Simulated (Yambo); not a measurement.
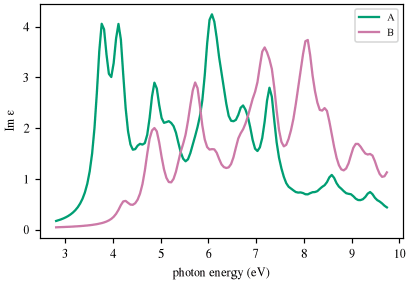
Two computed absorption spectra of CsH (rock salt, space group Fm-3m, No. 225) (Yambo, LDA bands with the same scissor, field along x)

Task: Which curve includes the electron-hole attraction (BSE)?

Result: Curve A: the attraction moves weight to lower energy (centre of the plotted range 5.8 eV against 7.1 eV). Settings: 8×8×8 mesh, 1 valence and 6 conduction bands, static screening with 28 bands and a 4 Ry block, scissor 2.27 eV, Tamm-Dancoff. The scissor comes from a G0W0 run whose convergence isn't established. Broadening 0.15 eV. The band window holds all transitions up to 11.6 eV. On this mesh the peak heights and the fine structure are mesh artefacts; only the shift of weight is robust.

Geometry of the Materials Project entry, not relaxed at this level; primitive cell a = b = c = 4.5131 Å, α = β = γ = 60.00°.
